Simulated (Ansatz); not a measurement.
**Run report: BN₃H₇F, nudged elastic band (part 1 of 2)**

- system: BN₃H₇F
- method: RHF/6-31G* (Ansatz 0.2.0)

The run did not end well. It belongs to a series of runs on one base structure; here: band between the two ends.

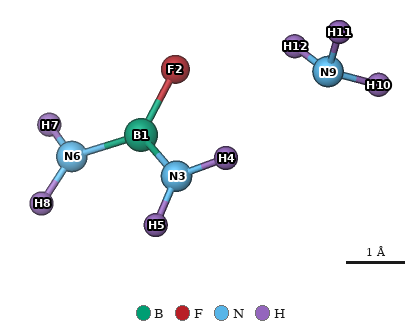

The starting structure (ball-and-stick view, seen at a tilt; atoms are numbered from 1 in the order of the input).

The input:
```yaml
crystal:
  periodic: [false, false, false]
  atoms:
    - { symbol: B, position_ang: [-0.590066, -0.249003, -0.608695] }
    - { symbol: F, position_ang: [-1.362853, 0.214039, 0.394832] }
    - { symbol: "N", position_ang: [0.686, 0.314103, -0.765351] }
    - { symbol: H, position_ang: [1.008014, 1.042917, -0.162498] }
    - { symbol: H, position_ang: [1.325329, 0.042191, -1.475342] }
    - { symbol: "N", position_ang: [-1.139339, -1.267436, -1.418902] }
    - { symbol: H, position_ang: [-2.049752, -1.63116, -1.254574] }
    - { symbol: H, position_ang: [-0.664216, -1.685087, -2.184692] }
    - { symbol: "N", position_ang: [0.628217, 2.526103, 1.573178] }
    - { symbol: H, position_ang: [0.374751, 3.477184, 1.381227] }
    - { symbol: H, position_ang: [1.036266, 2.506021, 2.488959] }
    - { symbol: H, position_ang: [-0.220648, 1.992727, 1.609858] }
basis:
  gaussian: { orbitals: "6-31G*" }
hamiltonian:
  xc: hf
neb:
  order_check: false
  images: 7
  f_tol: 0.05
  max_iterations: 60
  spring: { min: 2.0, max: 10.0 }
  final_atoms:
    - { symbol: B, position_ang: [0.02719383, 0.59597158, -0.50321837] }
    - { symbol: F, position_ang: [-0.68967991, 0.29845336, 2.70319277] }
    - { symbol: "N", position_ang: [1.34197143, 0.07040759, -0.60657569] }
    - { symbol: H, position_ang: [1.53627824, -0.78573885, -1.0741077] }
    - { symbol: H, position_ang: [2.07558705, 0.34827643, 0.0049893] }
    - { symbol: "N", position_ang: [-1.05829872, 0.04504034, -1.23233646] }
    - { symbol: H, position_ang: [-0.98667052, -0.81313624, -1.72989384] }
    - { symbol: H, position_ang: [-2.00024466, 0.33108031, -1.09079717] }
    - { symbol: "N", position_ang: [-0.21393189, 1.73116737, 0.38537322] }
    - { symbol: H, position_ang: [-1.01676306, 2.29293458, 0.18789497] }
    - { symbol: H, position_ang: [0.56786647, 2.32594966, 0.57081895] }
    - { symbol: H, position_ang: [-0.55160527, 0.84219286, 1.96266002] }
  initial_path:
    images:
      - { positions_ang: [[-0.590066, -0.249003, -0.608695], [-1.362853, 0.214039, 0.394832], [0.686, 0.314103, -0.765351], [1.008014, 1.042917, -0.162498], [1.325329, 0.042191, -1.475342], [-1.139339, -1.267436, -1.418902], [-2.049752, -1.63116, -1.254574], [-0.664216, -1.685087, -2.184692], [0.628217, 2.526103, 1.573178], [0.374751, 3.477184, 1.381227], [1.036266, 2.506021, 2.488959], [-0.220648, 1.992727, 1.609858]] }
      - { positions_ang: [[-0.4523951, -0.18618582, -0.44187896], [-1.10815339, 0.1950307, 0.71985442], [0.86948485, 0.20779379, -0.68682553], [1.22510064, 0.51635383, -0.25793799], [1.48438309, 0.2225222, -1.28322719], [-1.15848542, -0.95315726, -1.30177221], [-2.02057589, -1.42094723, -1.17057403], [-0.82402304, -1.0735501, -2.05656699], [0.4004971, 2.34249647, 1.29491606], [-0.00527275, 3.18297812, 1.0641201], [0.88734478, 2.45660275, 2.12614907], [-0.26620187, 1.79266155, 1.57174325]] }
      - { positions_ang: [[-0.3147242, -0.12336865, -0.27506291], [-0.85345378, 0.17602239, 1.04487684], [1.0529697, 0.10148458, -0.60830006], [1.44218727, -0.01020933, -0.35337798], [1.64343718, 0.40285341, -1.09111238], [-1.17763184, -0.63887852, -1.18464242], [-1.99139979, -1.21073446, -1.08657407], [-0.98383008, -0.46201319, -1.92844197], [0.17277719, 2.15888994, 1.01665413], [-0.38529649, 2.88877224, 0.74701319], [0.73842356, 2.4071845, 1.76333914], [-0.31175573, 1.5925961, 1.53362849]] }
      - { positions_ang: [[-0.1770533, -0.06055147, -0.10824687], [-0.59875416, 0.15701409, 1.36989926], [1.23645456, -0.00482463, -0.52977459], [1.65927391, -0.5367725, -0.44881796], [1.80249127, 0.58318461, -0.89899757], [-1.19677826, -0.32459979, -1.06751262], [-1.96222368, -1.00052169, -1.0025741], [-1.14363712, 0.14952371, -1.80031696], [-0.05494271, 1.97528341, 0.73839219], [-0.76532024, 2.59456636, 0.42990629], [0.58950234, 2.35776625, 1.40052921], [-0.3573096, 1.39253065, 1.49551374]] }
      - { positions_ang: [[-0.0393824, 0.0022657, 0.05856917], [-0.34405455, 0.13800578, 1.69492167], [1.41993941, -0.11113385, -0.45124911], [1.87636054, -1.06333567, -0.54425795], [1.96154537, 0.76351582, -0.70688276], [-1.21592468, -0.01032105, -0.95038283], [-1.93304758, -0.79030892, -0.91857413], [-1.30344415, 0.76106062, -1.67219195], [-0.28266261, 1.79167688, 0.46013025], [-1.14534399, 2.30036048, 0.11279938], [0.44058111, 2.308348, 1.03771928], [-0.40286347, 1.1924652, 1.45739899]] }
      - { positions_ang: [[-0.02273834, 0.15069217, -0.08187771], [-0.43046089, 0.17811768, 1.94698945], [1.40044741, -0.06574849, -0.49008076], [1.79133997, -0.99393646, -0.67672039], [1.99005579, 0.65970597, -0.52891475], [-1.17651819, 0.0035193, -1.02087124], [-1.69645331, -0.79601575, -1.12140406], [-1.47764428, 0.65356554, -1.52684325], [-0.26547993, 1.77654951, 0.441441], [-1.11319876, 2.298504, 0.13157328], [0.47240245, 2.31274842, 0.92099419], [-0.44004892, 1.10489712, 1.58371424]] }
      - { positions_ang: [[-0.00609428, 0.29911864, -0.2223246], [-0.51686723, 0.21822957, 2.19905722], [1.38095542, -0.02036313, -0.5289124], [1.70631939, -0.92453726, -0.80918282], [2.01856621, 0.55589612, -0.35094673], [-1.1371117, 0.01735965, -1.09135965], [-1.45985905, -0.80172258, -1.32423399], [-1.65184441, 0.54607046, -1.38149456], [-0.24829725, 1.76142213, 0.42275174], [-1.08105352, 2.29664753, 0.15034718], [0.50422379, 2.31714883, 0.80426911], [-0.47723437, 1.01732903, 1.7100295]] }
      - { positions_ang: [[0.01054977, 0.44754511, -0.36277148], [-0.60327357, 0.25834147, 2.45112499], [1.36146343, 0.02502223, -0.56774404], [1.62129882, -0.85513805, -0.94164526], [2.04707663, 0.45208627, -0.17297871], [-1.09770521, 0.0312, -1.16184806], [-1.22326479, -0.80742941, -1.52706391], [-1.82604454, 0.43857539, -1.23614586], [-0.23111457, 1.74629475, 0.40406248], [-1.04890829, 2.29479105, 0.16912107], [0.53604513, 2.32154925, 0.68754403], [-0.51441982, 0.92976095, 1.83634476]] }
      - { positions_ang: [[0.02719383, 0.59597158, -0.50321837], [-0.68967991, 0.29845336, 2.70319277], [1.34197143, 0.07040759, -0.60657569], [1.53627824, -0.78573885, -1.0741077], [2.07558705, 0.34827643, 0.0049893], [-1.05829872, 0.04504034, -1.23233646], [-0.98667052, -0.81313624, -1.72989384], [-2.00024466, 0.33108031, -1.09079717], [-0.21393189, 1.73116737, 0.38537322], [-1.01676306, 2.29293458, 0.18789497], [0.56786647, 2.32594966, 0.57081895], [-0.55160527, 0.84219286, 1.96266002]] }
```

Launched with:
```bash
ansatz run input.yaml --threads 1 --pin off --max-ram 2048MiB --backend cpu --events-out ev --progress --plain --runs-dir out
```

Log:
```
Engine: ansatz 0.2.0, aarch64-unknown-linux-gnu
Functional definition: HF
  exchange = exact_x
  correlation = 0
1015 factors; integrals over basis functions are off by at most 3.7e-4 eV
mean field evaluation 1: about -7932.9039 eV, gradient 4.7e1 eV
mean field evaluation 2: about -7932.9582 eV, gradient 4.7e1 eV
mean field evaluation 4: about -7937.2977 eV, gradient 3.0e0 eV
mean field evaluation 8: about -7937.3288 eV, gradient 1.6e-1 eV
mean field -7937.32883474 eV, -291.6914545620 hartree, gradient 2.1e-5 eV, S^2 0.000000; 0 other end points of the search recorded, 0 dependent functions left out
the calculation of the forces begins
reference -7937.32883474 eV, -291.6914545620 hartree; 21, 21 occupied and 68, 68 virtual orbitals, 1015 factors
1015 factors; integrals over basis functions are off by at most 6.9e-4 eV
mean field evaluation 16: about -7936.3895 eV, gradient 3.1e0 eV
mean field -7936.42302496 eV, -291.6581666666 hartree, gradient 9.3e-6 eV, S^2 0.000000; 0 other end points of the search recorded, 0 dependent functions left out
[... from here on the field's lines of each further geometry are left out, up to the last ...]
NEB iter   1: max|band force component| = 1.683e2 eV/Å  barrier→ = 34.8642 eV  barrier← = 33.9584 eV  Δτ_max = 0.2000 Å  (304 SCF iters)
NEB iter   2: max|band force component| = 4.154e1 eV/Å  barrier→ = 9.1692 eV  barrier← = 8.2634 eV  Δτ_max = 0.2000 Å  (231 SCF iters)
NEB iter   3: max|band force component| = 2.420e1 eV/Å  barrier→ = 4.9703 eV  barrier← = 4.0645 eV  Δτ_max = 0.2000 Å  (213 SCF iters)
NEB iter   4: max|band force component| = 8.698e0 eV/Å  barrier→ = 3.0260 eV  barrier← = 2.1202 eV  Δτ_max = 0.2000 Å  (211 SCF iters)
NEB iter   5: max|band force component| = 4.349e0 eV/Å  barrier→ = 2.8092 eV  barrier← = 1.9034 eV  Δτ_max = 0.2000 Å  (215 SCF iters)
NEB iter   6: max|band force component| = 1.741e0 eV/Å  barrier→ = 2.4334 eV  barrier← = 1.5276 eV  Δτ_max = 0.2000 Å  (210 SCF iters)
NEB iter   7: max|band force component| = 1.763e0 eV/Å  barrier→ = 2.1325 eV  barrier← = 1.2267 eV  Δτ_max = 0.1006 Å  (217 SCF iters)
NEB iter   8: max|band force component| = 1.278e0 eV/Å  barrier→ = 1.9712 eV  barrier← = 1.0654 eV  Δτ_max = 0.1001 Å  (217 SCF iters)
NEB iter   9: max|band force component| = 9.247e-1 eV/Å  barrier→ = 1.9791 eV  barrier← = 1.0733 eV  Δτ_max = 0.2000 Å  (218 SCF iters)
NEB iter  10: max|band force component| = 2.113e0 eV/Å  barrier→ = 1.9563 eV  barrier← = 1.0505 eV  Δτ_max = 0.1007 Å  (212 SCF iters)
NEB iter  11: max|band force component| = 8.604e-1 eV/Å  barrier→ = 1.9306 eV  barrier← = 1.0248 eV  Δτ_max = 0.1993 Å  (214 SCF iters)
NEB iter  12: max|band force component| = 9.741e-1 eV/Å  barrier→ = 1.9759 eV  barrier← = 1.0701 eV  Δτ_max = 0.1982 Å  (213 SCF iters)
NEB iter  13: max|band force component| = 1.149e0 eV/Å  barrier→ = 1.8641 eV  barrier← = 0.9583 eV  Δτ_max = 0.2000 Å  (210 SCF iters)
NEB iter  14: max|band force component| = 1.674e0 eV/Å  barrier→ = 1.6981 eV  barrier← = 0.7923 eV  Δτ_max = 0.1966 Å  (212 SCF iters)
NEB iter  15: max|band force component| = 1.914e0 eV/Å  barrier→ = 1.7401 eV  barrier← = 0.8343 eV  Δτ_max = 0.2000 Å  (213 SCF iters)
NEB iter  16: max|band force component| = 2.525e0 eV/Å  barrier→ = 1.7220 eV  barrier← = 0.8162 eV  Δτ_max = 0.2000 Å  (212 SCF iters)
NEB iter  17: max|band force component| = 2.222e0 eV/Å  barrier→ = 1.8721 eV  barrier← = 0.9663 eV  Δτ_max = 0.1983 Å  (213 SCF iters)
NEB iter  18: max|band force component| = 2.811e0 eV/Å  barrier→ = 1.9949 eV  barrier← = 1.0891 eV  Δτ_max = 0.1971 Å  (210 SCF iters)
NEB iter  19: max|band force component| = 2.022e0 eV/Å  barrier→ = 1.9476 eV  barrier← = 1.0418 eV  Δτ_max = 0.2000 Å  (214 SCF iters)
NEB iter  20: max|band force component| = 3.115e0 eV/Å  barrier→ = 1.5552 eV  barrier← = 0.6494 eV  Δτ_max = 0.1965 Å  (216 SCF iters)
NEB iter  21: max|band force component| = 3.190e0 eV/Å  barrier→ = 1.5221 eV  barrier← = 0.6163 eV  Δτ_max = 0.2000 Å  (215 SCF iters)
NEB iter  22: max|band force component| = 2.516e0 eV/Å  barrier→ = 1.6007 eV  barrier← = 0.6949 eV  Δτ_max = 0.1994 Å  (213 SCF iters)
NEB iter  23: max|band force component| = 2.208e0 eV/Å  barrier→ = 1.7779 eV  barrier← = 0.8720 eV  Δτ_max = 0.1994 Å  (213 SCF iters)
NEB iter  24: max|band force component| = 1.378e0 eV/Å  barrier→ = 1.9051 eV  barrier← = 0.9993 eV  Δτ_max = 0.1995 Å  (217 SCF iters)
NEB iter  25: max|band force component| = 1.466e0 eV/Å  barrier→ = 1.8665 eV  barrier← = 0.9607 eV  Δτ_max = 0.1985 Å  (217 SCF iters)
NEB iter  26: max|band force component| = 1.865e0 eV/Å  barrier→ = 1.8040 eV  barrier← = 0.8982 eV  Δτ_max = 0.1968 Å  (217 SCF iters)
NEB iter  27: max|band force component| = 2.031e0 eV/Å  barrier→ = 1.7455 eV  barrier← = 0.8397 eV  Δτ_max = 0.1958 Å  (217 SCF iters)
NEB iter  28: max|band force component| = 2.125e0 eV/Å  barrier→ = 1.6871 eV  barrier← = 0.7813 eV  Δτ_max = 0.2000 Å  (216 SCF iters)
NEB iter  29: max|band force component| = 3.189e0 eV/Å  barrier→ = 1.5753 eV  barrier← = 0.6695 eV  Δτ_max = 0.1982 Å  (215 SCF iters)
NEB iter  30: max|band force component| = 1.789e0 eV/Å  barrier→ = 1.6449 eV  barrier← = 0.7391 eV  Δτ_max = 0.2000 Å  (213 SCF iters)
NEB iter  31: max|band force component| = 1.564e0 eV/Å  barrier→ = 1.6135 eV  barrier← = 0.7077 eV  Δτ_max = 0.1997 Å  (210 SCF iters)
NEB iter  32: max|band force component| = 1.255e0 eV/Å  barrier→ = 1.7916 eV  barrier← = 0.8858 eV  Δτ_max = 0.1998 Å  (210 SCF iters)
NEB iter  33: max|band force component| = 1.160e0 eV/Å  barrier→ = 1.7377 eV  barrier← = 0.8319 eV  Δτ_max = 0.2000 Å  (213 SCF iters)
NEB iter  34: max|band force component| = 1.481e0 eV/Å  barrier→ = 1.5900 eV  barrier← = 0.6842 eV  Δτ_max = 0.2000 Å  (211 SCF iters)
NEB iter  35: max|band force component| = 1.879e0 eV/Å  barrier→ = 1.5966 eV  barrier← = 0.6908 eV  Δτ_max = 0.2000 Å  (211 SCF iters)
NEB iter  36: max|band force component| = 1.786e0 eV/Å  barrier→ = 1.6023 eV  barrier← = 0.6965 eV  Δτ_max = 0.2000 Å  (212 SCF iters)
NEB iter  37: max|band force component| = 1.791e0 eV/Å  barrier→ = 1.5118 eV  barrier← = 0.6060 eV  Δτ_max = 0.2000 Å  (210 SCF iters)
NEB iter  38: max|band force component| = 1.647e0 eV/Å  barrier→ = 1.4412 eV  barrier← = 0.5354 eV  Δτ_max = 0.2000 Å  (213 SCF iters)
NEB iter  39: max|band force component| = 1.944e0 eV/Å  barrier→ = 1.2858 eV  barrier← = 0.3800 eV  Δτ_max = 0.1968 Å  (211 SCF iters)
NEB iter  40: max|band force component| = 3.783e0 eV/Å  barrier→ = 1.2250 eV  barrier← = 0.3192 eV  Δτ_max = 0.1997 Å  (211 SCF iters)
NEB iter  41: max|band force component| = 3.863e0 eV/Å  barrier→ = 1.3237 eV  barrier← = 0.4179 eV  Δτ_max = 0.2000 Å  (208 SCF iters)
NEB iter  42: max|band force component| = 2.530e0 eV/Å  barrier→ = 1.2161 eV  barrier← = 0.3103 eV  Δτ_max = 0.2000 Å  (211 SCF iters)
NEB iter  43: max|band force component| = 3.175e0 eV/Å  barrier→ = 1.2379 eV  barrier← = 0.3321 eV  Δτ_max = 0.2000 Å  (209 SCF iters)
NEB iter  44: max|band force component| = 5.108e0 eV/Å  barrier→ = 1.4255 eV  barrier← = 0.5197 eV  Δτ_max = 0.1996 Å  (212 SCF iters)
NEB iter  45: max|band force component| = 5.907e0 eV/Å  barrier→ = 1.8815 eV  barrier← = 0.9757 eV  Δτ_max = 0.2000 Å  (209 SCF iters)
NEB iter  46: max|band force component| = 3.348e0 eV/Å  barrier→ = 1.6905 eV  barrier← = 0.7847 eV  Δτ_max = 0.2000 Å  (213 SCF iters)
NEB iter  47: max|band force component| = 8.330e0 eV/Å  barrier→ = 1.5521 eV  barrier← = 0.6463 eV  Δτ_max = 0.2000 Å  (211 SCF iters)
NEB iter  48: max|band force component| = 3.701e0 eV/Å  barrier→ = 1.4719 eV  barrier← = 0.5661 eV  Δτ_max = 0.2000 Å  (210 SCF iters)
NEB iter  49: max|band force component| = 7.417e0 eV/Å  barrier→ = 1.5877 eV  barrier← = 0.6819 eV  Δτ_max = 0.2000 Å  (215 SCF iters)
NEB iter  50: max|band force component| = 3.075e0 eV/Å  barrier→ = 1.4358 eV  barrier← = 0.5300 eV  Δτ_max = 0.2000 Å  (210 SCF iters)
NEB iter  51: max|band force component| = 3.818e0 eV/Å  barrier→ = 1.4257 eV  barrier← = 0.5199 eV  Δτ_max = 0.2000 Å  (211 SCF iters)
NEB iter  52: max|band force component| = 2.778e0 eV/Å  barrier→ = 1.4350 eV  barrier← = 0.5292 eV  Δτ_max = 0.2000 Å  (211 SCF iters)
NEB iter  53: max|band force component| = 3.417e0 eV/Å  barrier→ = 1.4047 eV  barrier← = 0.4989 eV  Δτ_max = 0.1982 Å  (211 SCF iters)
NEB iter  54: max|band force component| = 6.146e0 eV/Å  barrier→ = 1.3763 eV  barrier← = 0.4705 eV  Δτ_max = 0.2000 Å  (212 SCF iters)
NEB iter  55: max|band force component| = 1.497e1 eV/Å  barrier→ = 1.4882 eV  barrier← = 0.5824 eV  Δτ_max = 0.2000 Å  (210 SCF iters)
NEB iter  56: max|band force component| = 1.063e1 eV/Å  barrier→ = 1.9195 eV  barrier← = 1.0136 eV  Δτ_max = 0.1991 Å  (209 SCF iters)
NEB iter  57: max|band force component| = 1.004e1 eV/Å  barrier→ = 2.1207 eV  barrier← = 1.2149 eV  Δτ_max = 0.2000 Å  (210 SCF iters)
NEB iter  58: max|band force component| = 7.704e0 eV/Å  barrier→ = 2.2959 eV  barrier← = 1.3901 eV  Δτ_max = 0.2000 Å  (212 SCF iters)
NEB iter  59: max|band force component| = 5.915e0 eV/Å  barrier→ = 2.7435 eV  barrier← = 1.8377 eV  Δτ_max = 0.1982 Å  (211 SCF iters)
the calculation of the forces begins
reference -7935.96114748 eV, -291.6411929821 hartree; 21, 21 occupied and 68, 68 virtual orbitals, 1008 factors
these checks for a lower state are left out or cut short: starts, cluster_reference, orbital_swaps, neighbouring_geometries, increment
1011 factors; integrals over basis functions are off by at most 6.5e-4 eV
mean field -7934.76490478 eV, -291.5972318740 hartree, gradient 2.4e-5 eV, S^2 0.000000; 0 other end points of the search recorded, 0 dependent functions left out
the calculation of the forces begins
reference -7934.76490478 eV, -291.5972318740 hartree; 21, 21 occupied and 68, 68 virtual orbitals, 1011 factors
NEB iter  60: max|band force component| = 5.190e0 eV/Å  barrier→ = 2.8917 eV  barrier← = 1.9859 eV  Δτ_max = 0.1967 Å  (218 SCF iters)
```
